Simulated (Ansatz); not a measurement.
# Calculations on N

**1. Relaxation**

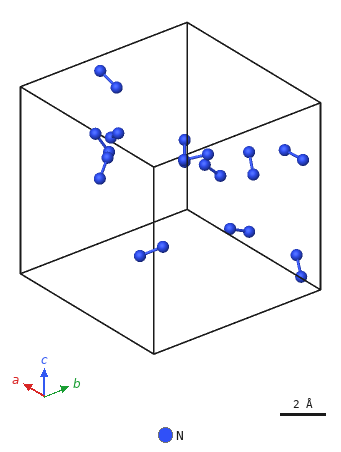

An amorphous cell of composition N, before the relaxation. Style: ball-and-stick. Shown: the cell of the calculation, from a free direction.

The cell holds 12 N2. The run prepares the start of a later molecular dynamics calculation, from a guessed geometry.

Computed with DFT PBE-D3(BJ), scalar-relativistic, plane waves, PAW (Ansatz 0.2.0).

Input file:
```yaml
crystal:
  lattice:
    - [9.672028, 0.0, 0.0]
    - [0.0, 9.672028, 0.0]
    - [0.0, 0.0, 9.672028]
  atoms:
    - { symbol: "N", position: [0.1073978, 0.9423149, 0.1593673] }
    - { symbol: "N", position: [0.0922082, 0.9578631, 0.0445775] }
    - { symbol: "N", position: [0.8646138, 0.3703092, 1.0157603] }
    - { symbol: "N", position: [0.814482, 0.4286633, 0.9278355] }
    - { symbol: "N", position: [0.0682021, 0.9493944, 0.6826368] }
    - { symbol: "N", position: [0.0945165, 0.8608585, 0.7541779] }
    - { symbol: "N", position: [0.6572799, 0.248089, 0.6821943] }
    - { symbol: "N", position: [0.6788441, 0.2189734, 0.5711248] }
    - { symbol: "N", position: [0.4388913, 0.0823668, 0.8638992] }
    - { symbol: "N", position: [0.5436536, 0.0846097, 0.9155615] }
    - { symbol: "N", position: [0.2811737, 0.5305452, 0.7091854] }
    - { symbol: "N", position: [0.1646798, 0.5304251, 0.7003341] }
    - { symbol: "N", position: [0.5809463, 0.9223831, 0.102902] }
    - { symbol: "N", position: [0.4693304, 0.9475122, 0.1265576] }
    - { symbol: "N", position: [0.4375621, 0.4046142, 0.2466022] }
    - { symbol: "N", position: [0.4770693, 0.29872, 0.2170257] }
    - { symbol: "N", position: [0.6447774, 0.8403933, 0.5020533] }
    - { symbol: "N", position: [0.6924068, 0.7346736, 0.4877718] }
    - { symbol: "N", position: [0.3474737, 0.8494184, 0.6386385] }
    - { symbol: "N", position: [0.3279235, 0.8592753, 0.5238787] }
    - { symbol: "N", position: [0.9141687, 0.5181804, 0.6097034] }
    - { symbol: "N", position: [0.8531406, 0.4250017, 0.6449522] }
    - { symbol: "N", position: [0.0979108, 0.2634836, 1.0126268] }
    - { symbol: "N", position: [0.0979163, 0.2628019, 0.8957991] }
basis:
  ecutwfc: 420.0
kpoints:
  mp_grid: { grid: [1, 1, 1] }
hamiltonian:
  xc: pbe
  dispersion: d3bj
scf:
  occupations: { method: fermi_dirac, width: 0.02 }
  lower_state_search: "off"
relax:
  f_tol: 0.3
  max_steps: 15
  adjacent_minimum: "off"
```

Run as
```bash
ansatz run input.yaml --threads 1 --pin off --max-ram 3072MiB --backend cpu --events-out ev --progress --plain --runs-dir out
```

Q: What does the optimiser find from here?

A: After 7 accepted moves (9 points after the start) the energy has fallen by 83.8 meV per atom. Largest force component: 4 eV/Å at the start, 0.2 eV/Å at the end. The line search rejected the trial step at point 6 of the run. 1 step only repeated the SCF at the same geometry. The forces were under the threshold at step 5, but the run went on from there. The largest move is that of N12, 1.11 Å along [2 0 1]. The cell stays as it was. Some distances before and after: N11–N12 1.130 → 1.103 Å.

Step by step:

```csv
step,"E − E(0), meV/atom","largest force component, eV/Å",note
0,0.00,4.0103,
1,-58.08,2.3675,
2,-70.52,1.3477,
3,-77.24,0.7109,
4,-80.76,0.3552,
5,-82.70,0.2426,
6,-81.98,2.3388,rejected
7,-83.04,1.0954,
8,-83.82,0.2026,
9,-83.82,0.2020,"same geometry, SCF repeated"
```

The structure at the end:

```xyz
24
Lattice="9.6720 0.0000 0.0000 0.0000 9.6720 0.0000 0.0000 0.0000 9.6720" Properties=species:S:1:pos:R:3 pbc="T T T"
N     0.9093    8.9302    1.9240
N     1.2048    9.0676    0.8702
N     7.4589    3.5403    0.1565
N     6.9933    4.2998    9.1793
N     0.0428    9.2463    6.7609
N     0.2491    8.2888    7.2662
N     5.9390    2.4228    5.8097
N     6.2932    1.9479    4.8804
N     3.9444    1.0251    8.3378
N     4.9709    1.1437    8.7218
N     3.6632    5.1303    6.8251
N     2.6237    5.1114    7.1940
N     5.8127    8.4968    1.5576
N     4.7365    8.7053    1.6770
N     4.4153    3.8821    2.4116
N     4.3875    2.8396    2.0537
N     6.7849    8.0847    4.9905
N     6.7567    7.0573    4.5885
N     3.4973    8.4662    5.7866
N     3.1076    8.4208    4.7565
N     9.2131    5.1789    5.7435
N     8.7742    4.2847    6.2152
N     1.2619    2.7570    0.0227
N     0.9010    2.5434    8.6752
```

The end point in the same view:

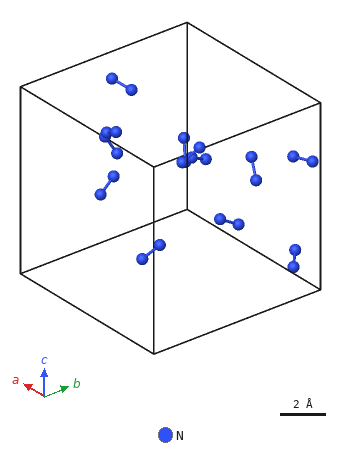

**2. Dynamics**

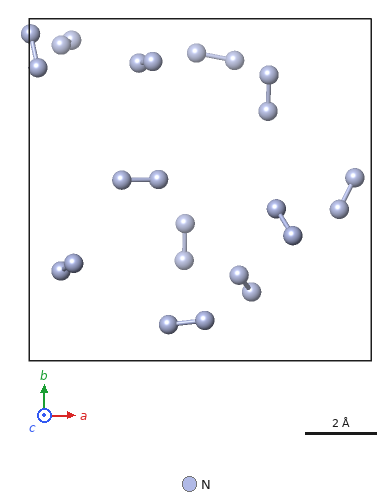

Starting frame of a dynamics run of a periodic cell with 12 N2 at 0.617 g/cm³. A ball-and-stick model of the simulation cell, seen along the c axis.

All numbers below come from Ansatz, DFT PBE-D3(BJ), scalar-relativistic, plane waves, PAW.

Input file:
```yaml
crystal:
  lattice:
    - [9.672028, 0.0, 0.0]
    - [0.0, 9.672028, 0.0]
    - [0.0, 0.0, 9.672028]
  atoms:
    - { symbol: "N", position: [0.09401243, 0.92330234, 0.19892115] }
    - { symbol: "N", position: [0.12456154, 0.93751094, 0.08996959] }
    - { symbol: "N", position: [0.77118395, 0.3660393, 1.01618006] }
    - { symbol: "N", position: [0.72304101, 0.44456168, 0.94905821] }
    - { symbol: "N", position: [0.00442145, 0.9559842, 0.69901481] }
    - { symbol: "N", position: [0.02575122, 0.85698157, 0.75126163] }
    - { symbol: "N", position: [0.61404313, 0.25049202, 0.60067379] }
    - { symbol: "N", position: [0.65065744, 0.20139727, 0.5045911] }
    - { symbol: "N", position: [0.40781713, 0.10598785, 0.86205446] }
    - { symbol: "N", position: [0.51394588, 0.11824732, 0.90175846] }
    - { symbol: "N", position: [0.37874252, 0.5304222, 0.70565696] }
    - { symbol: "N", position: [0.27126961, 0.52847628, 0.74379947] }
    - { symbol: "N", position: [0.60098355, 0.8784894, 0.16104222] }
    - { symbol: "N", position: [0.48970846, 0.90004473, 0.17338694] }
    - { symbol: "N", position: [0.45649978, 0.4013731, 0.24933489] }
    - { symbol: "N", position: [0.45362624, 0.29358424, 0.21233607] }
    - { symbol: "N", position: [0.70149203, 0.83588475, 0.51596882] }
    - { symbol: "N", position: [0.69858298, 0.72965954, 0.47440541] }
    - { symbol: "N", position: [0.36158795, 0.87533077, 0.59827822] }
    - { symbol: "N", position: [0.32129298, 0.87063653, 0.4917759] }
    - { symbol: "N", position: [0.95255537, 0.53545381, 0.59382777] }
    - { symbol: "N", position: [0.90717095, 0.44300343, 0.64259171] }
    - { symbol: "N", position: [0.13046995, 0.28504463, 1.00234467] }
    - { symbol: "N", position: [0.09315114, 0.26296242, 0.8969336] }
basis:
  ecutwfc: 420.0
kpoints:
  mp_grid: { grid: [1, 1, 1] }
hamiltonian:
  xc: pbe
  dispersion: d3bj
scf:
  occupations: { method: fermi_dirac, width: 0.02 }
  lower_state_search: "off"
md:
  timestep: 1
  n_steps: 220
  ensemble: nvt_langevin
  temperature: 250.0
  initial_velocities: maxwell_boltzmann
  seed: 340810
  friction: 0.02
```

Run as
```bash
ansatz run input.yaml --threads 1 --pin off --max-ram 3072MiB --backend cpu --events-out ev --progress --plain --runs-dir out
```

What does the trajectory do?

Answer. Over the second half the temperature averages 255 K (spread ±30 K). The potential energy in the second half lies on average 11.5 meV per atom above the first frame. Root-mean-square distances from the starting positions over the second half, with the common drift of all atoms taken out: N 0.60 Å. The heavy atoms stay within a fraction of a molecule's size of their starting places; so short a run doesn't tell a liquid from a solid.

Along the run (each row but the first and the last is the mean over the interval that it begins):

```tsv
time (fs)	potential energy (meV/atom)	T (K)
0.0	0.0	240
22.0	3.3	228
44.0	6.8	223
66.0	8.8	214
88.0	11.5	225
110.0	11.4	244
132.0	11.4	263
154.0	12.0	271
176.0	11.7	276
198.0	11.2	222
220.0	9.9	192
```

The paths of the atoms:

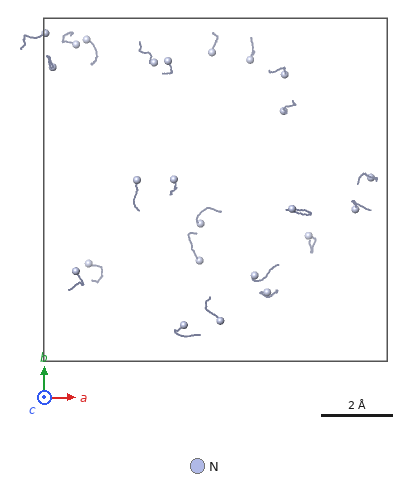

Cost: 22 min on 1 thread of Arm Neoverse V1, on a shared host, peak memory 0.73 GiB.

**3. Dynamics**

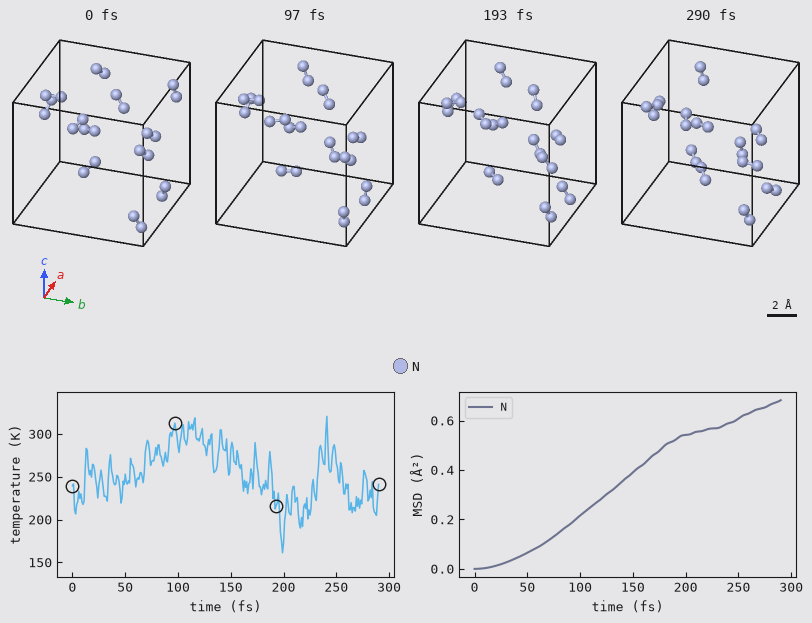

First-principles dynamics of a periodic cell with 12 N2 at 0.617 g/cm³, 290 fs long. It starts from the last geometry of an earlier run, with fresh velocities. Frames and the history of the run. The picture is a ball-and-stick view of the simulation cell, seen from a free direction. Atoms that leave the cell re-enter on the other side.

Computed with DFT PBE-D3(BJ), scalar-relativistic, plane waves, PAW in Ansatz. Settings: plane-wave cutoff 420 eV; k-point mesh 1 × 1 × 1; Fermi-Dirac smearing 0.02 eV; Langevin thermostat (NVT); set temperature 250 K; time step 1 fs; friction 0.02 per fs.

**What do the frames and curves show?**

The mean temperature in the second half is 239 K (standard deviation 28 K). The potential energy in the second half lies on average 0.4 meV per atom above the first frame. In the second half of the run the atoms are, in the root-mean-square, this far from where they began (common drift taken out): N 0.74 Å. The heavy atoms stay within a fraction of a molecule's size of their starting places; so short a run doesn't tell a liquid from a solid.

Cost: 28 min on 1 thread of Arm Neoverse V1, with other jobs on the host, peak memory 0.68 GiB.
